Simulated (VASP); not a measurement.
# A VASP study of BaTi2As2O (PBEsol): structure first, properties next, part 4 of 5

Aim: relax BaTi2As2O, then compute properties on the relaxed cell. The start is a computed cell from the Materials Project.

VASP 6.6.1; PBEsol, no spin polarisation; plane waves and PAW (Ba_sv, Ti_sv, As, O).

Still holding for the runs below: This run has no spin polarisation, although Ti can carry a moment. The k-mesh is coarse for a metal.

So far. Step 6 (Density of states (PBEsol)): The finer mesh and the other smearing move the Fermi level by +0.04 eV from the 6×6×3 run, a small shift, which tests the Fermi level alone. Of the states within 0.3 eV of the Fermi level, the largest shares in the PAW spheres are Ti d 61 % and As p 5 %. The rest lies in smaller channels or between the spheres. Step 7 (Volume scan with PBEsol, volume scale 0.94): The pressure here is 7.24 GPa.

### Step 8. Volume scan with PBEsol, volume scale 0.96

Input file INCAR:

```
SYSTEM = BaTi2As2O
PREC = Accurate
ENCUT = 520
EDIFF = 1E-06
NELM = 100
ISMEAR = 0
SIGMA = 0.05
LREAL = .FALSE.
ALGO = Normal
GGA = PS
NBANDS = 31
LASPH = .TRUE.
LORBIT = 11
LWAVE = .FALSE.
LCHARG = .FALSE.
KPAR = 4
ISIF = 2
```

Input file POSCAR:

```
BaTi2As2O
1.0
    3.9544985840      0.0000000000      0.0000000000
    0.0000000000      3.9544985840      0.0000000000
    0.0000000000      0.0000000000      7.1725183141
Ba Ti As O
1 2 2 1
Direct
    0.5000000000      0.5000000000      0.5000000000
    0.0000000000      0.5000000000      0.0000000000
    0.5000000000      0.0000000000      0.0000000000
    0.0000000000      0.0000000000      0.2429978270
    0.0000000000      0.0000000000      0.7570021730
    0.5000000000      0.5000000000      0.0000000000
```

Input file KPOINTS:

```
Automatic mesh
0
Gamma
6 6 3
0 0 0
```

PAW data sets: Ba_sv, Ti_sv, As and O (PBE family, release 64).

The run is started by

```bash
$ mpirun -np 4 vasp_std
```

What it wrote:

```text
[... set-up lines as in an earlier step ...]
 entering main loop
       N       E                     dE             d eps       ncg     rms          rms(c)
DAV:   1     0.587058462165E+03    0.58706E+03   -0.24101E+04  1240   0.168E+03
DAV:   2     0.351926273372E+02   -0.55187E+03   -0.53700E+03  1323   0.482E+02
DAV:   3    -0.439362593191E+02   -0.79129E+02   -0.76938E+02  1967   0.162E+02
DAV:   4    -0.502135734914E+02   -0.62773E+01   -0.61841E+01  1873   0.401E+01
DAV:   5    -0.505355925729E+02   -0.32202E+00   -0.32184E+00  1755   0.785E+00    0.215E+01
DAV:   6    -0.453148232440E+02    0.52208E+01   -0.55127E+01  1717   0.534E+01    0.987E+00
DAV:   7    -0.442890397367E+02    0.10258E+01   -0.15419E+01  1712   0.266E+01    0.667E+00
DAV:   8    -0.440447634583E+02    0.24428E+00   -0.15398E+00  1662   0.875E+00    0.208E+00
DAV:   9    -0.440555763453E+02   -0.10813E-01   -0.32070E-01  1922   0.304E+00    0.120E+00
DAV:  10    -0.440470077733E+02    0.85686E-02   -0.12906E-01  1774   0.269E+00    0.398E-01
DAV:  11    -0.440467778709E+02    0.22990E-03   -0.70921E-03  1756   0.650E-01    0.898E-02
DAV:  12    -0.440467101256E+02    0.67745E-04   -0.57740E-04  1696   0.135E-01    0.423E-02
DAV:  13    -0.440467033117E+02    0.68139E-05   -0.41982E-04  1949   0.141E-01    0.228E-02
DAV:  14    -0.440466992358E+02    0.40759E-05   -0.55018E-05  1778   0.479E-02    0.660E-03
DAV:  15    -0.440466997898E+02   -0.55402E-06   -0.23841E-06  1315   0.997E-03
   1 F= -.44046700E+02 E0= -.44045078E+02  d E =-.324273E-02
```

It took 21 s on 4 MPI ranks of AMD EPYC 7R43, shared host; peak memory 0.93 GiB.

Parts of OUTCAR (step 8):

```text
   ENCUT  =  520.0 eV  38.22 Ry    6.18 a.u.   7.35  7.35 13.34*2*pi/ulx,y,z

   NELECT =      50.0000    total number of electrons

 E-fermi :   6.3511

 k-point     1 :       0.0000    0.0000    0.0000
  band No.  band energies     occupation
    ...
     22       4.5064      2.00000
     23       5.2227      2.00000
     24       5.7859      2.00000
     25       5.7859      2.00000
     26       6.0436      2.00000
     27       6.7240      0.00000
     28       7.5020      0.00000
     29       7.5020      0.00000
     30       7.8435      0.00000
     31       8.6647      0.00000

  Total        3.5653342      3.5653342      2.4191845      0.0000000      0.0000000     -0.0000000
  in kB       50.9279634     50.9279634     34.5561275      0.0000000      0.0000000     -0.0000000
  external PRESSURE =      45.4706847 kB  Pullay stress =       0.0000000 kB

 POSITION                                       TOTAL-FORCE (eV/Angst)
 -----------------------------------------------------------------------------------
      1.97725      1.97725      3.58626        -0.000000      0.000000      0.000000
      0.00000      1.97725      0.00000        -0.000000      0.000000      0.000000
      1.97725      0.00000      0.00000        -0.000000      0.000000      0.000000
      0.00000      0.00000      1.74291         0.000000      0.000000      0.286133
      0.00000      0.00000      5.42961        -0.000000      0.000000     -0.286133
      1.97725      1.97725      0.00000        -0.000000      0.000000      0.000000
 -----------------------------------------------------------------------------------
    total drift:                                0.000000     -0.000000      0.000000

  FREE ENERGIE OF THE ION-ELECTRON SYSTEM (eV)
  ---------------------------------------------------
  free  energy   TOTEN  =       -44.0466997898 eV

  energy  without entropy=      -44.0434570616  energy(sigma->0) =      -44.04507843

[... 4 parts as in an earlier step ...]

[... 12 further parts left out ...]
```

This step gave:

```
free energy (TOTEN)     : -44.05 eV
energy at zero smearing : -44.05 eV
Fermi energy            : 6.351 eV
pressure                : 4.547 GPa
```

Force by atom:

```csv
atom,x (eV/Å),y (eV/Å),z (eV/Å),size
Ba1,0.000,0.000,0.000,0.000
Ti2,0.000,0.000,0.000,0.000
Ti3,0.000,0.000,0.000,0.000
As4,0.000,0.000,0.286,0.286
As5,0.000,0.000,-0.286,0.286
O6,0.000,0.000,0.000,0.000
```

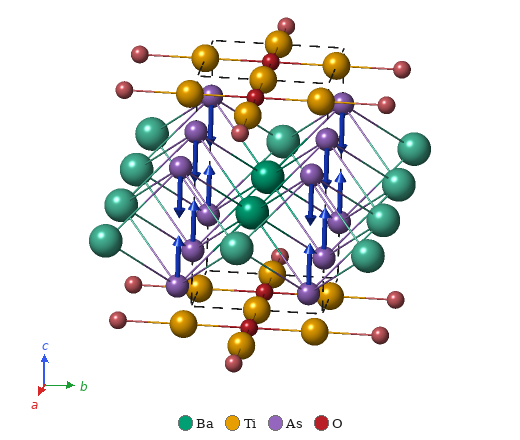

Force as arrows, the longest 0.286 eV/Å. 2×1×1 cells are drawn. Some periodic images of atoms are drawn too.

The pressure falls from 7.24 to 4.55 GPa.

### Step 9. Volume scan with PBEsol, volume scale 0.98

INCAR is that of step 8.

POSCAR, as its differences from that of step 8:

```diff
@@ -2,5 +2,5 @@
 1.0
-    3.9544985840      0.0000000000      0.0000000000
-    0.0000000000      3.9544985840      0.0000000000
-    0.0000000000      0.0000000000      7.1725183141
+    3.9817718499      0.0000000000      0.0000000000
+    0.0000000000      3.9817718499      0.0000000000
+    0.0000000000      0.0000000000      7.2219855209
 Ba Ti As O
```

KPOINTS is that of step 8.

The run is started by

```bash
$ mpirun -np 4 vasp_std
```

What it wrote:

```text
[... set-up lines as in an earlier step ...]
 entering main loop
       N       E                     dE             d eps       ncg     rms          rms(c)
DAV:   1     0.583449366400E+03    0.58345E+03   -0.24166E+04  1240   0.167E+03
DAV:   2     0.334452891984E+02   -0.55000E+03   -0.53440E+03  1329   0.477E+02
DAV:   3    -0.441028733809E+02   -0.77548E+02   -0.75975E+02  1979   0.162E+02
DAV:   4    -0.503758062567E+02   -0.62729E+01   -0.62406E+01  1898   0.400E+01
[...]
DAV:  13    -0.440960967564E+02   -0.77712E-05   -0.27435E-04  1957   0.113E-01    0.163E-02
DAV:  14    -0.440960956649E+02    0.10915E-05   -0.30504E-05  1755   0.309E-02    0.663E-03
DAV:  15    -0.440960961729E+02   -0.50803E-06   -0.15101E-06  1084   0.847E-03
   1 F= -.44096096E+02 E0= -.44094620E+02  d E =-.295330E-02
```

Run time: 22 s. Hardware: 4 MPI ranks; peak memory 0.94 GiB.

OUTCAR, selected parts (step 9):

```text
  Total        1.7000430      1.7000430      1.1658029      0.0000000      0.0000000      0.0000000
  in kB       23.7881752     23.7881752     16.3127186      0.0000000      0.0000000      0.0000000
  external PRESSURE =      21.2963563 kB  Pullay stress =       0.0000000 kB

 POSITION                                       TOTAL-FORCE (eV/Angst)
 -----------------------------------------------------------------------------------
      1.99089      1.99089      3.61099        -0.000000     -0.000000      0.000000
      0.00000      1.99089      0.00000        -0.000000     -0.000000      0.000000
      1.99089      0.00000      0.00000        -0.000000     -0.000000      0.000000
      0.00000      0.00000      1.75493         0.000000      0.000000      0.140812
      0.00000      0.00000      5.46706         0.000000     -0.000000     -0.140812
      1.99089      1.99089      0.00000        -0.000000     -0.000000      0.000000
 -----------------------------------------------------------------------------------
    total drift:                                0.000000     -0.000000      0.000000

  FREE ENERGIE OF THE ION-ELECTRON SYSTEM (eV)
  ---------------------------------------------------
  free  energy   TOTEN  =       -44.0960961729 eV

  energy  without entropy=      -44.0931428696  energy(sigma->0) =      -44.09461952

[... 1 part as in an earlier step ...]

[... 2 further parts left out ...]
[key lines of the parts left out:]
E-fermi :   6.1745
```

The pressure falls from 4.55 to 2.13 GPa.

The run ends at a pressure of 2.13 GPa, with forces up to 0.14 eV/Å.

### Step 10. Volume scan with PBEsol, volume scale 1

INCAR is that of step 9.

POSCAR, as its differences from that of step 9:

```diff
@@ -2,5 +2,5 @@
 1.0
-    3.9817718499      0.0000000000      0.0000000000
-    0.0000000000      3.9817718499      0.0000000000
-    0.0000000000      0.0000000000      7.2219855209
+    4.0086765299      0.0000000000      0.0000000000
+    0.0000000000      4.0086765299      0.0000000000
+    0.0000000000      0.0000000000      7.2707842006
 Ba Ti As O
```

KPOINTS is that of step 9.

The run is started by

```bash
$ mpirun -np 4 vasp_std
```

What it wrote:

```text
[... set-up lines as in an earlier step ...]
 entering main loop
       N       E                     dE             d eps       ncg     rms          rms(c)
[... 15 cycles as in an earlier step ...]
   1 F= -.44112027E+02 E0= -.44110706E+02  d E =-.264194E-02
```

Elapsed: 22 s, on 4 MPI ranks; peak memory 0.94 GiB.

OUTCAR, selected parts (step 10):

```text
[... 6 parts as in an earlier step ...]

[... 1 further part left out ...]
[key lines of the parts left out:]
E-fermi :   6.0028
```

The pressure falls from 2.13 to -0.04 GPa.

The run ends at a pressure of -0.04 GPa, with forces up to 0.0061 eV/Å.

### Step 11. Volume scan with PBEsol, volume scale 1.02

INCAR is that of step 10.

POSCAR, as its differences from that of step 10:

```diff
@@ -2,5 +2,5 @@
 1.0
-    4.0086765299      0.0000000000      0.0000000000
-    0.0000000000      4.0086765299      0.0000000000
-    0.0000000000      0.0000000000      7.2707842006
+    4.0352248303      0.0000000000      0.0000000000
+    0.0000000000      4.0352248303      0.0000000000
+    0.0000000000      0.0000000000      7.3189364926
 Ba Ti As O
```

KPOINTS is that of step 10.

The run is started by

```bash
$ mpirun -np 4 vasp_std
```

What it wrote:

```text
[... set-up lines as in an earlier step ...]
 entering main loop
       N       E                     dE             d eps       ncg     rms          rms(c)
DAV:   1     0.578833013083E+03    0.57883E+03   -0.23969E+04  1240   0.165E+03
DAV:   2     0.315629314023E+02   -0.54727E+03   -0.53306E+03  1345   0.475E+02
DAV:   3    -0.443871320367E+02   -0.75950E+02   -0.74560E+02  1958   0.160E+02
DAV:   4    -0.505485098143E+02   -0.61614E+01   -0.61318E+01  1913   0.393E+01
[...]
DAV:  13    -0.440978159664E+02   -0.24559E-04   -0.19496E-04  1946   0.906E-02    0.119E-02
DAV:  14    -0.440978163179E+02   -0.35153E-06   -0.22126E-05  1849   0.251E-02    0.500E-03
DAV:  15    -0.440978163148E+02    0.31205E-08   -0.11614E-06  1206   0.667E-03
   1 F= -.44097816E+02 E0= -.44096612E+02  d E =-.240885E-02
```

Wall time 22 s (4 MPI ranks); peak memory 0.94 GiB; 84 s of CPU time.

From OUTCAR (step 11):

```text
  Total       -1.6714037     -1.6714037     -1.1111634      0.0000000      0.0000000      0.0000000
  in kB      -22.4702807    -22.4702807    -14.9384330      0.0000000      0.0000000      0.0000000
  external PRESSURE =     -19.9596648 kB  Pullay stress =       0.0000000 kB

 POSITION                                       TOTAL-FORCE (eV/Angst)
 -----------------------------------------------------------------------------------
      2.01761      2.01761      3.65947         0.000000     -0.000000     -0.000000
      0.00000      2.01761      0.00000         0.000000     -0.000000     -0.000000
      2.01761      0.00000      0.00000         0.000000     -0.000000     -0.000000
      0.00000      0.00000      1.77849         0.000000     -0.000000     -0.118445
      0.00000      0.00000      5.54045        -0.000000      0.000000      0.118445
      2.01761      2.01761      0.00000         0.000000     -0.000000     -0.000000
 -----------------------------------------------------------------------------------
    total drift:                                0.000000     -0.000000      0.000000

  FREE ENERGIE OF THE ION-ELECTRON SYSTEM (eV)
  ---------------------------------------------------
  free  energy   TOTEN  =       -44.0978163148 eV

  energy  without entropy=      -44.0954074657  energy(sigma->0) =      -44.09661189

[... 1 part as in an earlier step ...]

[... 2 further parts left out ...]
[key lines of the parts left out:]
E-fermi :   5.8352
```

The pressure falls from -0.04 to -2.00 GPa.

The run ends at a pressure of -2.00 GPa, with forces up to 0.12 eV/Å.

### Step 12. Volume scan with PBEsol, volume scale 1.04

INCAR is that of step 11.

POSCAR, as its differences from that of step 11:

```diff
@@ -2,5 +2,5 @@
 1.0
-    4.0352248303      0.0000000000      0.0000000000
-    0.0000000000      4.0352248303      0.0000000000
-    0.0000000000      0.0000000000      7.3189364926
+    4.0614283231      0.0000000000      0.0000000000
+    0.0000000000      4.0614283231      0.0000000000
+    0.0000000000      0.0000000000      7.3664633860
 Ba Ti As O
```

KPOINTS is that of step 11.

The run is started by

```bash
$ mpirun -np 4 vasp_std
```

What it wrote:

```text
[... set-up lines as in an earlier step ...]
 entering main loop
       N       E                     dE             d eps       ncg     rms          rms(c)
DAV:   1     0.571967401162E+03    0.57197E+03   -0.24141E+04  1248   0.165E+03
DAV:   2     0.358661784348E+02   -0.53610E+03   -0.52253E+03  1277   0.475E+02
DAV:   3    -0.444072224379E+02   -0.80273E+02   -0.79027E+02  2019   0.160E+02
DAV:   4    -0.506197988473E+02   -0.62126E+01   -0.61712E+01  1904   0.394E+01
[...]
DAV:  13    -0.440564313852E+02   -0.17815E-04   -0.27612E-04  1978   0.106E-01    0.162E-02
DAV:  14    -0.440564329623E+02   -0.15771E-05   -0.35388E-05  1724   0.341E-02    0.363E-03
DAV:  15    -0.440564326948E+02    0.26752E-06   -0.10508E-06  1064   0.777E-03
   1 F= -.44056433E+02 E0= -.44055287E+02  d E =-.229155E-02
```

Wall time 24 s (4 MPI ranks); peak memory 0.95 GiB; 90 s of CPU time.

OUTCAR, selected parts (step 12):

```text
  Total       -3.1963358     -3.1963358     -2.1510858      0.0000000      0.0000000     -0.0000000
  in kB      -42.1450293    -42.1450293    -28.3629695      0.0000000      0.0000000     -0.0000000
  external PRESSURE =     -37.5510094 kB  Pullay stress =       0.0000000 kB

 POSITION                                       TOTAL-FORCE (eV/Angst)
 -----------------------------------------------------------------------------------
      2.03071      2.03071      3.68323        -0.000000      0.000000      0.000000
      0.00000      2.03071      0.00000        -0.000000      0.000000      0.000000
      2.03071      0.00000      0.00000        -0.000000      0.000000      0.000000
      0.00000      0.00000      1.79003         0.000000      0.000000     -0.234172
      0.00000      0.00000      5.57643         0.000000      0.000000      0.234172
      2.03071      2.03071      0.00000        -0.000000      0.000000      0.000000
 -----------------------------------------------------------------------------------
    total drift:                                0.000000     -0.000000      0.000000

  FREE ENERGIE OF THE ION-ELECTRON SYSTEM (eV)
  ---------------------------------------------------
  free  energy   TOTEN  =       -44.0564326948 eV

  energy  without entropy=      -44.0541411421  energy(sigma->0) =      -44.05528692

[... 1 part as in an earlier step ...]

[... 2 further parts left out ...]
[key lines of the parts left out:]
E-fermi :   5.6719
```

The pressure falls from -2.00 to -3.76 GPa.

The run ends at a pressure of -3.76 GPa, with forces up to 0.23 eV/Å.

### Step 13. Volume scan with PBEsol, volume scale 1.06

A prediction first. A parabola through the 6 pressures of evenly scaled cells so far, P = -0.05 -103.4 t +230 t² GPa with t = ln(V/V₁) and V₁ the volume at scale 1, gives -5.29 GPa at t = +0.0583.

INCAR is that of step 12.

POSCAR, as its differences from that of step 12:

```diff
@@ -2,5 +2,5 @@
 1.0
-    4.0614283231      0.0000000000      0.0000000000
-    0.0000000000      4.0614283231      0.0000000000
-    0.0000000000      0.0000000000      7.3664633860
+    4.0872979908      0.0000000000      0.0000000000
+    0.0000000000      4.0872979908      0.0000000000
+    0.0000000000      0.0000000000      7.4133848000
 Ba Ti As O
```

KPOINTS is that of step 12.

The run is started by

```bash
$ mpirun -np 4 vasp_std
```

What it wrote:

```text
[... set-up lines as in an earlier step ...]
 entering main loop
       N       E                     dE             d eps       ncg     rms          rms(c)
DAV:   1     0.578693332692E+03    0.57869E+03   -0.23976E+04  1240   0.164E+03
DAV:   2     0.350354401102E+02   -0.54366E+03   -0.53031E+03  1307   0.472E+02
DAV:   3    -0.444407206214E+02   -0.79476E+02   -0.78213E+02  2019   0.161E+02
DAV:   4    -0.506695330321E+02   -0.62288E+01   -0.62057E+01  1936   0.389E+01
[...]
DAV:  13    -0.439906472015E+02   -0.19728E-04   -0.29676E-04  1986   0.110E-01    0.175E-02
DAV:  14    -0.439906490597E+02   -0.18581E-05   -0.41316E-05  1740   0.376E-02    0.376E-03
DAV:  15    -0.439906488323E+02    0.22740E-06   -0.13394E-06  1105   0.866E-03
   1 F= -.43990649E+02 E0= -.43989517E+02  d E =-.226386E-02
```

It took 26 s on 4 MPI ranks; peak memory 0.97 GiB; 97 s of CPU time.

OUTCAR, selected parts (step 13):

```text
  Total       -4.6267414     -4.6267414     -3.1276716      0.0000000     -0.0000000      0.0000000
  in kB      -59.8544804    -59.8544804    -40.4615567      0.0000000     -0.0000000      0.0000000
  external PRESSURE =     -53.3901725 kB  Pullay stress =       0.0000000 kB

 POSITION                                       TOTAL-FORCE (eV/Angst)
 -----------------------------------------------------------------------------------
      2.04365      2.04365      3.70669         0.000000     -0.000000     -0.000000
      0.00000      2.04365      0.00000         0.000000     -0.000000     -0.000000
      2.04365      0.00000      0.00000         0.000000     -0.000000     -0.000000
      0.00000      0.00000      1.80144        -0.000000      0.000000     -0.340884
      0.00000      0.00000      5.61195         0.000000      0.000000      0.340884
      2.04365      2.04365      0.00000         0.000000     -0.000000     -0.000000
 -----------------------------------------------------------------------------------
    total drift:                                0.000000     -0.000000      0.000000

  FREE ENERGIE OF THE ION-ELECTRON SYSTEM (eV)
  ---------------------------------------------------
  free  energy   TOTEN  =       -43.9906488323 eV

  energy  without entropy=      -43.9883849755  energy(sigma->0) =      -43.98951690

[... 1 part as in an earlier step ...]

[... 2 further parts left out ...]
[key lines of the parts left out:]
E-fermi :   5.5137
```

The pressure falls from -3.76 to -5.34 GPa. The parabola predicted -5.29 GPa, +0.05 GPa off.

### Step 14. The series together

Times are for 4 MPI ranks of AMD EPYC 7R43, shared host. Results by setting:

```csv
no.,volume scale,energy above the lowest point (meV/atom),pressure (GPa),time,memory (GiB)
1,0.94,25.38,7.236,22 s,0.9
2,0.96,10.94,4.547,21 s,0.93
3,0.98,2.68,2.130,22 s,0.94
4,1,0,-0.04259,22 s,0.94
5,1.02,2.35,-1.996,22 s,0.94
6,1.04,9.24,-3.755,24 s,0.95
7,1.06,20.2,-5.339,26 s,0.97
```

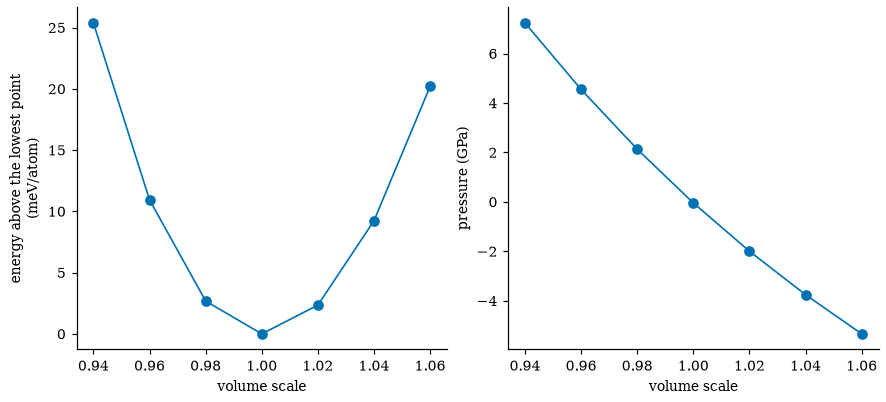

The series as plots.

### Step 15. Fit for PBEsol

This step: Birch-Murnaghan fit, PBEsol; plane waves and PAW (VASP 6.6.1).

Derived from the runs above.

This step gave:

| Quantity | Value |
| --- | --- |
| pressure derivative of the bulk modulus | 4.186 |
| r.m.s. error of the fit | 2.51e-6 eV/atom |
| minimum inside the sampled range | yes |
| bulk modulus | 103.2 GPa |
| equilibrium volume of the fit | 19.48 Å³/atom |

The energy above the fitted minimum by volume:

```csv
volume (Å³/atom),energy above the fitted minimum (eV/atom)
18.305,0.0254
18.694,0.0109
19.084,0.00268
19.473,-1.9e-6
19.862,0.00235
20.252,0.00923
20.641,0.0202
```

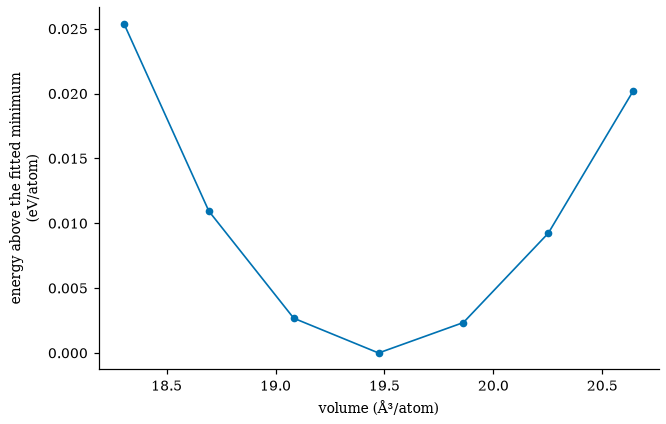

Energy above the fitted minimum, plotted against volume.

The fitted volume lies +0.03 % from the relaxed one. The atoms bear forces along the scan, since they were held; freeing them would lower the modulus.

(Part 4 of 5 ends here.)

[Lines on the potential files, build, host, timing and source positions are cut from VASP's logs without a mark.]

[Logs are printed without paths, hosts, clocks, repeated set-up lines and the standing remarks that a program may print on its own settings, such as how far it seeks lower states.]

[Hosts, paths, dates, database ids (printed as entryN), source tags and the programs' standing remarks are cut or masked in the printed files.]

[A measured line is paired with the nearest computed mode of its activity, which favours agreement.]

[In band tables of VASP the shares of atoms and orbitals are scaled to a sum of 1 inside the atoms' spheres.]
